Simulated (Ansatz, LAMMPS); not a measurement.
# Amorphous 12SiO2-88GeO2 (mol %) (96 atoms): geometry optimisation, part 3 of 4

Aim: bring amorphous 12SiO2-88GeO2 (mol %) (96 atoms) to a nearby minimum of the energy and see what moves.

Ansatz 0.2.0; Kohn-Sham DFT, PBE, PAW (set soft_2), plane waves.

The cell: 4 Si, 28 Ge and 64 O. The quench rate of 50 K/ps is orders of magnitude faster than experiment. The network of bonds at the start is that of the classical potential that made the cell. Sampling is at Γ alone, for a cell whose shortest periodic width is 11 Å.

So far. Step 4 (Cell and atoms relaxed): The relaxation changed the energy by -119 meV/atom, and atoms moved by 0.63 Å r.m.s., 1.7 Å at most.

## Step 6: Single point at the relaxed geometry

One more single point at the end of the walk gives the fuller output and checks the residual forces.

input.yaml

```yaml
crystal:
  lattice:
    - [11.07499, -0.14979, 0.21893]
    - [-0.14979, 11.28868, -0.20153]
    - [0.21893, -0.20153, 11.62542]
  atoms:
    - { symbol: Si, position: [0.70682, 0.08617, 0.9823] }
    - { symbol: Si, position: [0.77131, 0.3648, 0.65838] }
    - { symbol: Si, position: [0.47149, 0.01204, 0.43813] }
    - { symbol: Si, position: [0.88777, 0.71187, 0.92382] }
    - { symbol: Ge, position: [0.09409, 0.65958, 0.77461] }
    - { symbol: Ge, position: [0.1882, 0.02367, 0.36726] }
    - { symbol: Ge, position: [0.25658, 0.19332, 0.75892] }
    - { symbol: Ge, position: [0.15731, 0.94028, 0.8613] }
    - { symbol: Ge, position: [0.46641, 0.07683, 0.8585] }
    - { symbol: Ge, position: [0.27861, 0.87102, 0.12157] }
    - { symbol: Ge, position: [0.56172, 0.95857, 0.17034] }
    - { symbol: Ge, position: [0.63206, 0.51414, 0.26185] }
    - { symbol: Ge, position: [0.81404, 0.29834, 0.26942] }
    - { symbol: Ge, position: [0.0298, 0.14743, 0.18886] }
    - { symbol: Ge, position: [0.37792, 0.39035, 0.29641] }
    - { symbol: Ge, position: [0.3462, 0.59665, 0.68623] }
    - { symbol: Ge, position: [0.95396, 0.47132, 0.11979] }
    - { symbol: Ge, position: [0.44625, 0.28855, 0.04128] }
    - { symbol: Ge, position: [0.00433, 0.5128, 0.5585] }
    - { symbol: Ge, position: [0.64297, 0.71571, 0.06541] }
    - { symbol: Ge, position: [0.26604, 0.36724, 0.55075] }
    - { symbol: Ge, position: [0.97447, 0.66225, 0.33323] }
    - { symbol: Ge, position: [0.67414, 0.57967, 0.51986] }
    - { symbol: Ge, position: [0.42416, 0.7372, 0.48296] }
    - { symbol: Ge, position: [0.26486, 0.64791, 0.2641] }
    - { symbol: Ge, position: [0.78319, 0.79612, 0.68285] }
    - { symbol: Ge, position: [0.71915, 0.14811, 0.49406] }
    - { symbol: Ge, position: [0.73842, 0.34947, 0.94333] }
    - { symbol: Ge, position: [0.51949, 0.79958, 0.81891] }
    - { symbol: Ge, position: [0.92102, 0.92479, 0.46633] }
    - { symbol: Ge, position: [0.17508, 0.33502, 0.99831] }
    - { symbol: Ge, position: [0.94382, 0.95258, 0.01573] }
    - { symbol: O, position: [0.45404, 0.66018, 0.77956] }
    - { symbol: O, position: [0.73939, 0.2708, 0.40121] }
    - { symbol: O, position: [0.9125, 0.40464, 0.62741] }
    - { symbol: O, position: [0.02623, 0.64642, 0.63942] }
    - { symbol: O, position: [0.86874, 0.16478, 0.20636] }
    - { symbol: O, position: [0.15512, 0.80483, 0.78363] }
    - { symbol: O, position: [0.16437, 0.28374, 0.85249] }
    - { symbol: O, position: [0.00793, 0.99583, 0.14653] }
    - { symbol: O, position: [0.93416, 0.54905, 0.43133] }
    - { symbol: O, position: [0.65964, 0.83558, 0.16744] }
    - { symbol: O, position: [0.37752, 0.45241, 0.62678] }
    - { symbol: O, position: [0.90222, 0.79944, 0.36924] }
    - { symbol: O, position: [0.01775, 0.00916, 0.89166] }
    - { symbol: O, position: [0.76715, 0.65613, 0.98718] }
    - { symbol: O, position: [0.53955, 0.00561, 0.31233] }
    - { symbol: O, position: [0.1194, 0.21323, 0.07878] }
    - { symbol: O, position: [0.85058, 0.43998, 0.00919] }
    - { symbol: O, position: [0.21078, 0.92357, 0.00112] }
    - { symbol: O, position: [0.95872, 0.79849, 0.01539] }
    - { symbol: O, position: [0.42632, 0.92716, 0.10298] }
    - { symbol: O, position: [0.70942, 0.38862, 0.20203] }
    - { symbol: O, position: [0.47448, 0.88484, 0.50216] }
    - { symbol: O, position: [0.12135, 0.15149, 0.31184] }
    - { symbol: O, position: [0.21942, 0.23746, 0.62132] }
    - { symbol: O, position: [0.95529, 0.37711, 0.24135] }
    - { symbol: O, position: [0.67619, 0.44072, 0.58482] }
    - { symbol: O, position: [0.78979, 0.20697, 0.97173] }
    - { symbol: O, position: [0.30387, 0.6978, 0.58009] }
    - { symbol: O, position: [0.39115, 0.71288, 0.33678] }
    - { symbol: O, position: [0.22614, 0.0391, 0.76453] }
    - { symbol: O, position: [0.32391, 0.31175, 0.41607] }
    - { symbol: O, position: [0.53229, 0.64534, 0.54142] }
    - { symbol: O, position: [0.85683, 0.78625, 0.81209] }
    - { symbol: O, position: [0.8195, 0.03926, 0.43249] }
    - { symbol: O, position: [0.58145, 0.3559, 0.98428] }
    - { symbol: O, position: [0.27125, 0.71331, 0.127] }
    - { symbol: O, position: [0.42348, 0.92491, 0.82803] }
    - { symbol: O, position: [0.9853, 0.61199, 0.88005] }
    - { symbol: O, position: [0.21618, 0.56348, 0.77581] }
    - { symbol: O, position: [0.14452, 0.45367, 0.51464] }
    - { symbol: O, position: [0.7803, 0.66243, 0.60102] }
    - { symbol: O, position: [0.56322, 0.10367, 0.51044] }
    - { symbol: O, position: [0.93368, 0.61403, 0.19025] }
    - { symbol: O, position: [0.40584, 0.14242, 0.99077] }
    - { symbol: O, position: [0.50491, 0.47139, 0.3467] }
    - { symbol: O, position: [0.41882, 0.18567, 0.76289] }
    [... 12 atom lines left out ...]
    - { symbol: O, position: [0.43217, 0.28258, 0.19416] }
    - { symbol: O, position: [0.07697, 0.969, 0.46888] }
    - { symbol: O, position: [0.55078, 0.77198, 0.96252] }
    - { symbol: O, position: [0.32925, 0.05227, 0.43355] }
    - { symbol: O, position: [0.21531, 0.91432, 0.25787] }
    - { symbol: O, position: [0.74388, 0.3862, 0.79711] }
kpoints:
  mp_grid: { grid: [1, 1, 1] }
hamiltonian:
  xc: pbe
scf:
  occupations: { method: fermi_dirac, width: 0.025 }
output:
  forces: true
  stress: true
  populations: true
  dos:
    method: { smearing: { sigma: 0.08 } }
    de: 0.05
    projected: { site_lists: { Ge: [Ge], O: [O], Si: [Si] } }
  eigenvalues: true
  write_density: true
  write_potential: true
  volumetric_format: npy
```

On the command line:

```
$ ansatz run input.yaml --threads 4 --pin off --max-ram 8192MiB --backend cpu --events-out ev --progress --plain --runs-dir out
```

Numbers of over 12 decimals in the logs are rounded to 6 here.

The log of the run:

```text
[...]
Crystal: 96 atoms, lattice volume = 1452.195 Å³
Basis set: ecut = 420 eV, 28409 PW (Γ), exchange–correlation on 150×160×160 points (8 copies of the dense FFT grid, shifted against one another)
Bands: 492, of which v1, the nominal top of the filled ones, is band 396 counted from 1 (395 counted from 0)
Symmetry: 1 space group operations
[...]
k-points: 1
[...]
SCF iter   1: F=—  HF=-159118.888421 eV  |F-HF|=—  |Δ(HF+E_count)|=         —  Δρ=2.41e-3  dr2=1.17e-1  ethr=1.77e-3  ⟨swp⟩=6.0  Hψ=1797  notcnv=0  defer=71
[...]
SCF iter   9: F=-159118.886750 eV  HF=-159118.886750 eV  |F-HF|=1.29e-8  |Δ(HF+E_count)|=   5.69e-8  Δρ=2.34e-6  dr2=7.35e-8  ethr=1.26e-11  ⟨swp⟩=15.0  Hψ=3842  notcnv=0
SCF 1 converged in 9 iterations: F = -159118.886750 eV  dr2 = 7.35e-8
[...]
WARN: The input density's exchange-correlation potential varies sharply where the density is thin. Do not read a vacuum level from v_tot or v_xc, or from such a field of the output density. On a cell that repeats whose density bears no net charge and no dipole along the vacuum's axis use v_es (v_loc + v_h of the components); [...]
SCF converged after 9 iterations
Free energy (F): -159118.886750 eV
[...]
Internal energy: -159118.886750 eV  (E = F + TS)
E sigma→0 (E₀):  -159118.886750 eV
Fermi energy:    4.060185 eV
[...]
--- Forces (eV/Å), atoms counted from 1 ---
  atom   1  Si     0.00275755    -0.00437477    -0.00200893
  atom   2  Si     0.00306484    -0.00747657    -0.00721520
  atom   3  Si     0.00223517     0.00055734     0.00009780
  atom   4  Si     0.00262783     0.01313210     0.00102923
  atom   5  Ge     0.00149646     0.00248286     0.00106076
  atom   6  Ge    -0.00668487    -0.00090334    -0.00384378
  atom   7  Ge     0.00013913    -0.00194710    -0.00000433
  atom   8  Ge     0.00193747    -0.00294015    -0.00065173
  atom   9  Ge     0.00025217     0.00299159    -0.00300062
  atom  10  Ge    -0.00250169     0.00165347    -0.00258432
  atom  11  Ge     0.00353794    -0.00055080    -0.00228166
  atom  12  Ge     0.00253885    -0.00089325    -0.00065943
  atom  13  Ge    -0.00270674    -0.00288185     0.00170244
  atom  14  Ge     0.00230400    -0.00531023     0.00059219
[...]
atom  95  O      0.00191399    -0.00042101     0.00110671
  atom  96  O     -0.00091219     0.00113008     0.00393742
  max |Σ_I F_I| component: 3.07e-5 eV/Å
--- Stress (GPa, compression-positive) ---
       -0.002448      -0.002241       0.004766
       -0.002241      -0.003632       0.001626
        0.004766       0.001625       0.008905
  P = ⅓ Tr σ = 0.0009 GPa (0.009 kbar)
--- Band table (eV) ---
[...]
--- Löwdin populations: 96 sites ---
  site symbol       q [e]
     0     Si      2.2759
     1     Si      2.2402
     2     Si      2.2420
[...]
95      O      6.7558
  spilling = 0.005963 (of n_electrons = 792.000000)
```

The job ended after 34 s (4 threads of Arm Neoverse V1, shared host; peak memory 2.2 GiB; 2.2 min of CPU time).

The program notes that the exchange-correlation potential is rough where the density is thin.

Numbers from this run:

```
free energy                                      : -159118.8867 eV
free energy per atom                             : -1657.4884 eV/atom
SCF cycles                                       : 9
pressure                                         : 0.0009417 GPa
r.m.s. force component                           : 0.00246 eV/Å
longest force                                    : 0.01343 eV/Å
Fermi energy                                     : 4.06 eV
gap (highest filled to lowest empty level) : 2.854 eV
spilling of the projection                       : 0.005963
```

Löwdin charges by element (they lack the spilled electrons, 0.049 e an atom on average):

| element | coordination | atoms | mean charge (e) | spread | least | most |
| --- | --- | --- | --- | --- | --- | --- |
| Ge | all | 28 | 1.59 | 0.0194 | 1.56 | 1.63 |
| O | all | 64 | -0.732 | 0.0174 | -0.775 | -0.698 |
| Si | all | 4 | 1.74 | 0.0184 | 1.72 | 1.76 |

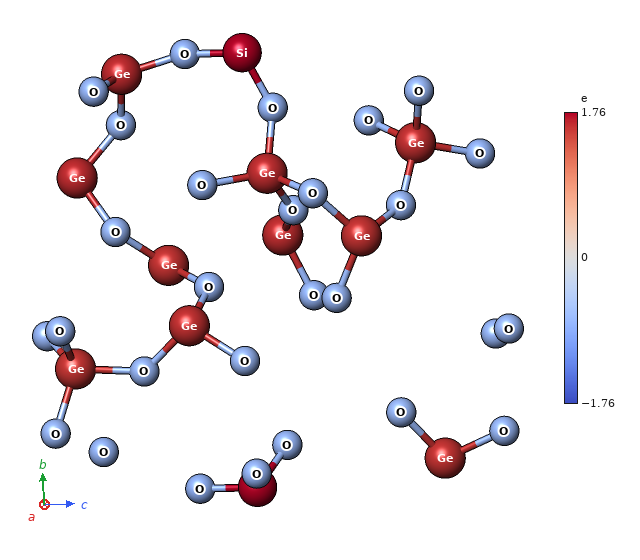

Atoms coloured by Löwdin charge. Drawn is a slice 4 Å thick, seen along the normal of the bc plane. Bonds to atoms that aren't drawn are left out.

States in the cell by windows of 1 eV, zero at the Fermi level; the larger projections on atomic orbitals stand beside the total:

| from (eV) | to (eV) | total | O p | Ge p | Ge s | O s |
| --- | --- | --- | --- | --- | --- | --- |
| -18 | -17 | 37.2 | 0.3 | 5.8 | 0.2 | 29.2 |
| -17 | -11 | 0.0 | 0.0 | 0.0 | 0.0 | 0.0 |
| -11 | -10 | 8.7 | 4.9 | 0.2 | 3.0 | 0.3 |
| -10 | -9 | 17.0 | 9.7 | 0.7 | 5.1 | 0.9 |
| -9 | -8 | 16.4 | 9.8 | 1.1 | 3.6 | 1.2 |
| -8 | -7 | 16.0 | 10.1 | 1.7 | 2.5 | 1.1 |
| -7 | -6 | 32.0 | 23.2 | 6.2 | 0.6 | 0.5 |
| -6 | -5 | 37.2 | 28.0 | 7.5 | 0.2 | 0.4 |
| -5 | -4 | 33.3 | 25.9 | 3.6 | 0.4 | 2.3 |
| -4 | -3 | 68.1 | 59.5 | 4.0 | 0.4 | 2.5 |
| -3 | -2 | 100.6 | 95.8 | 1.8 | 0.2 | 1.1 |
| -2 | -1 | 54.8 | 53.4 | 0.5 | 0.1 | 0.3 |
| -1 | 1 | 0.0 | 0.0 | 0.0 | 0.0 | 0.0 |
| 1 | 2 | 2.0 | 0.4 | 0.0 | 1.1 | 0.4 |
| 2 | 3 | 6.3 | 1.7 | 0.6 | 2.8 | 1.0 |
| 3 | 4 | 16.6 | 4.5 | 2.1 | 7.0 | 2.3 |
| 4 | 5 | 16.1 | 4.3 | 3.1 | 5.9 | 2.0 |

Between -26 and -18 eV lie 371 more states.

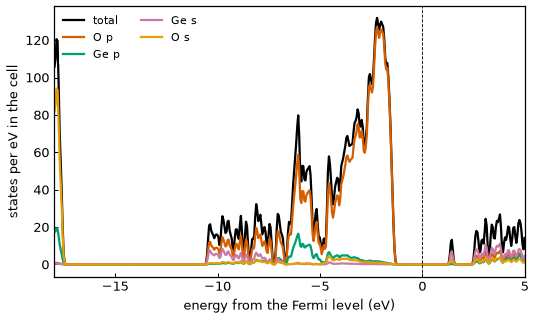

Total and projected density of states, with the broadening of the input.

The levels nearest the highest filled one (over half full), pooled over k-points and spins:

| level less the highest filled one (eV) | occupation |
| --- | --- |
| -0.173 | 2 |
| -0.151 | 2 |
| -0.116 | 2 |
| -0.0978 | 2 |
| -0.0527 | 2 |
| 0 | 2 |
| 2.85 | 0 |
| 4.03 | 0 |
| 4.14 | 0 |
| 4.34 | 0 |
| 4.51 | 0 |
| 4.56 | 0 |

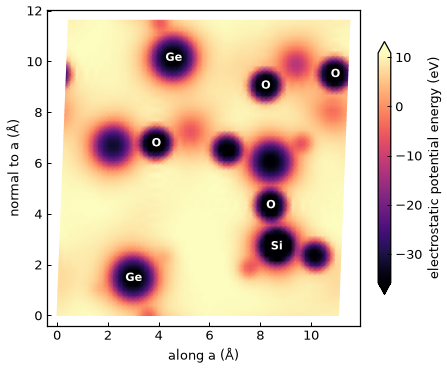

Electrostatic potential energy in the ac plane at fractional y = 0.377, with atoms of Si and Ge and O within 0.2 Å of it. With pseudopotentials it is smooth inside the atoms' cores, unlike the true potential. The map starts off the cell's origin, so that atoms lie inside it.

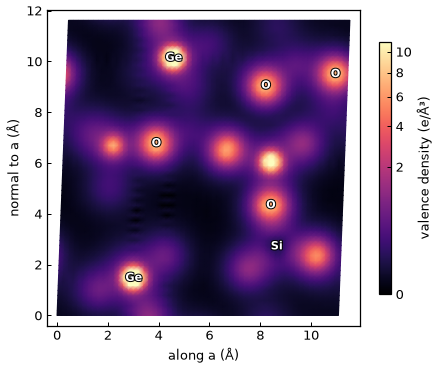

Valence density in the ac plane at fractional y = 0.377, with atoms of Si and Ge and O within 0.2 Å of it. It is the smooth field of the valence electrons, not physical close to the nuclei. The map starts off the cell's origin, so that atoms lie inside it. The colour scale is stretched toward low values.

Mean Löwdin charges: Ge +1.59, O -0.73, Si +1.74 e (they miss 0.60 % of the electrons, so they add up to more than the cell's charge). The largest share in the top eV of filled states is O p (98 % of the projected weight), and in the lowest eV of empty states Ge s (54 % of the projected weight).

Local excerpt of 11 atoms (numbers count through the whole input) about Si2, one of the 4 Si atoms; x, y, z are measured from there.

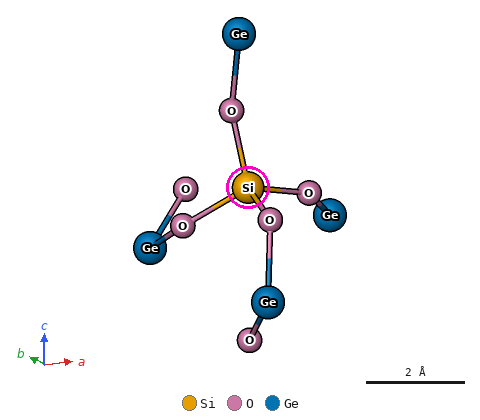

The atoms of the table, within 3.4 Å (arrows a, b, c point along x, y, z); some may hide others; the central atom is ringed.

| atom | x | y | z | distance (Å) | bonds | Löwdin charge (e) |
| --- | --- | --- | --- | --- | --- | --- |
| Si2 | 0.00 | 0.00 | 0.00 | 0.00 | 4 | 1.76 |
| O96 | -0.28 | 0.22 | 1.60 | 1.64 | 2 | -0.76 |
| O35 | 1.55 | 0.43 | -0.34 | 1.65 | 2 | -0.76 |
| O79 | -0.19 | -1.61 | -0.34 | 1.66 | 2 | -0.75 |
| O58 | -1.08 | 0.89 | -0.89 | 1.66 | 2 | -0.75 |
| Ge27 | -0.58 | -2.41 | -1.88 | 3.11 | 4 | 1.62 |
| O34 | -0.40 | -1.00 | -2.98 | 3.17 | 2 | -0.73 |
| Ge23 | -1.14 | 2.47 | -1.67 | 3.19 | 4 | 1.60 |
| Ge19 | 2.54 | 1.66 | -1.14 | 3.24 | 4 | 1.60 |
| Ge28 | -0.30 | -0.23 | 3.31 | 3.33 | 4 | 1.63 |
| O73 | 0.04 | 3.37 | -0.72 | 3.45 | 2 | -0.74 |

The column of bonds counts only the pairs O-Ge within 2.17 Å, O-Si within 2.08 Å; other neighbours, such as metal atoms beside each other in a compound, aren't counted, and periodic images can show an atom twice.

(Part 3 of 4 ends here.)

[Logs are printed without paths, hosts, clocks, repeated set-up lines and the standing remarks that a program may print on its own settings, such as how far it seeks lower states.]

[Hosts, paths, dates, database ids (printed as entryN), source tags and the programs' standing remarks are cut or masked in the printed files.]
